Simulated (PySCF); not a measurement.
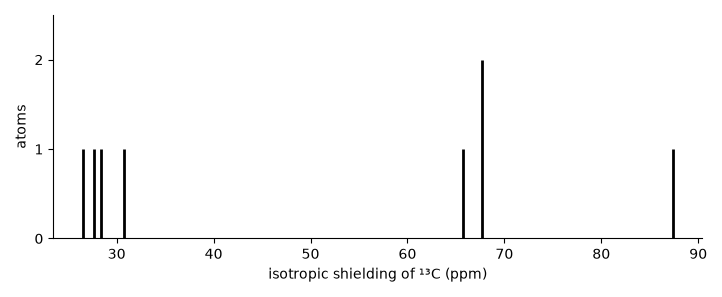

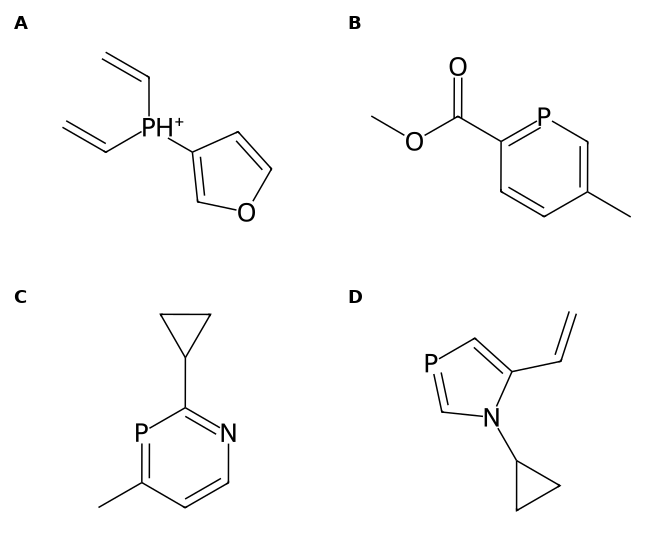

The sticks are computed shieldings of one of the molecules, for one fixed geometry (GFN2-xTB) without averaging over rotations. Low shielding means a high chemical shift. Method: GIAO PBE0/pcSseg-1 NMR shielding, non-relativistic, gas phase (PySCF 2.14.0).

Question: Which molecule gives this pattern?

Answer: A, `C=C[PH+](C=C)c1ccoc1`. Its 8 C atoms give lines at 26.5, 27.7, 28.4, 30.7, 65.7, 67.7 (2 atoms), 87.4 ppm.

The geometry is semi-empirical. Around P such bond lengths and angles can be off by a tenth of an ångström or more and by several degrees, and values that hang on the shape move with them.
